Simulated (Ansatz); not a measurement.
# GeH₅ (doublet): from Hartree-Fock to the top rungs at distance H1–H2 along a hydrogen transfer = 0.745 Å, cc-pVTZ

Aim: climb from Hartree-Fock through coupled cluster and multireference methods for GeH₅ (doublet) at one geometry and basis, and see what each rung misses.

Program: Ansatz 0.2.0, Gaussian basis. Level of theory: cc-pVTZ, core rule «outside noble gas», up to 14 orbitals frozen. These are calculated values, not measurements.

To be run: UHF; CCSD(T) on ROHF; CCSD(T) on UHF; BCCD(T) on ROHF; CCSDT(Q) on ROHF; CCSDT(Q) on UHF; CASSCF and NEVPT2, 3 electrons in 3 orbitals; CASSCF and NEVPT2, 9 electrons in 9 orbitals.

## (1) The system

The geometry derives from fragments relaxed apart (PBE0/def2-TZVP) and kept rigid, so it is no stationary point. A hydrogen atom is moved between rigid fragments. No spin-orbit coupling is included. The filled d shell of Ge may be among the frozen orbitals whatever the setting's name suggests; the logs give the count.

6 atoms, charge 0, spin multiplicity 2.

Atoms are counted from 1 here; the program's logs count them from 0.

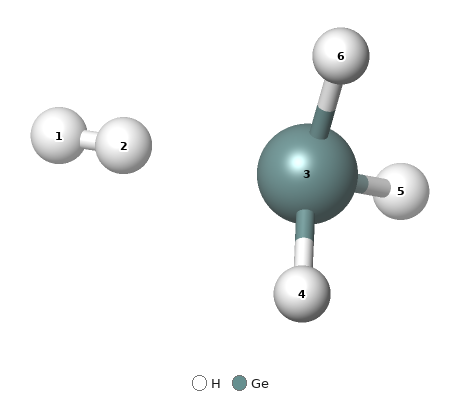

The structure; hydrogen white, germanium teal; atoms are numbered from 1 in the order of the file.

## (2) UHF

The input, in.yaml:

```yaml
crystal:
  periodic: [false, false, false]
  atoms:
    - {symbol: H, position_ang: [-2.822457, 0.000000, -0.000001]}
    - {symbol: H, position_ang: [-2.077457, 0.000000, -0.000001]}
    - {symbol: Ge, position_ang: [0.046543, 0.000000, 0.000000]}
    - {symbol: H, position_ang: [0.515212, -1.465915, 0.000000]}
    - {symbol: H, position_ang: [0.515212, 0.732957, -1.269519]}
    - {symbol: H, position_ang: [0.515211, 0.732957, 1.269520]}
basis:
  gaussian: {orbitals: cc-pVTZ}
magnetization: {spin_polarized: true, initial_magnetization: 1}
hamiltonian: {xc: hf}
output: {orbitals: {seedname: orbitals}}
```

Started as:

```console
$ ansatz run in.yaml --threads 1 --pin off --events-out ev --progress --plain --max-ram 2816MiB --backend cpu
```

Further steps of the session: CCSD(T) on ROHF; CCSD(T) on UHF; BCCD(T) on ROHF; CCSDT(Q) on ROHF; CCSDT(Q) on UHF; CASSCF and NEVPT2, 3 electrons in 3 orbitals; CASSCF and NEVPT2, 9 electrons in 9 orbitals.

**Question.** What will the summary of the whole plan be? Wanted: UCCSDT(Q) below the RHF energy; RMP2 from UCCSDT(Q); UMP2 from UCCSDT(Q); RCCSD from UCCSDT(Q); RCCSD(T) from UCCSDT(Q); UCCSD(T) from UCCSDT(Q); RCCSDT(Q) from UCCSDT(Q); NEVPT2 pair from UCCSDT(Q); NEVPT2 valence from UCCSDT(Q).

As calculated:

| quantity | value |
| --- | --- |
| UCCSDT(Q) below the RHF energy | -5.1804 eV |
| RMP2 from UCCSDT(Q) | +1021.3 meV |
| UMP2 from UCCSDT(Q) | +1016.2 meV |
| RCCSD from UCCSDT(Q) | +136.6 meV |
| RCCSD(T) from UCCSDT(Q) | +28.7 meV |
| UCCSD(T) from UCCSDT(Q) | +24.1 meV |
| RCCSDT(Q) from UCCSDT(Q) | +5.0 meV |
| NEVPT2 pair from UCCSDT(Q) | +1019.8 meV |
| NEVPT2 valence from UCCSDT(Q) | +970.3 meV |
| levels within 1 kcal/mol (43 meV) | RCCSD(T), UCCSD(T), BCCD(T), RCCSDT, UCCSDT, RCCSDT(Q) |
| T1 diagnostic | 0.017 |
| effectively unpaired electrons | 1.02 |

**Reading.** RCCSD(T) misses by +28.7 meV, 0.6 % of the correlation energy. One determinant dominates. Of the multireference levels listed NEVPT2 valence comes nearest in total energy (+970.3 meV), which doesn't show that its space is the better one. These misses are within one basis, not against nature; the frozen cores of restricted and unrestricted runs differ, which can shift their rows.
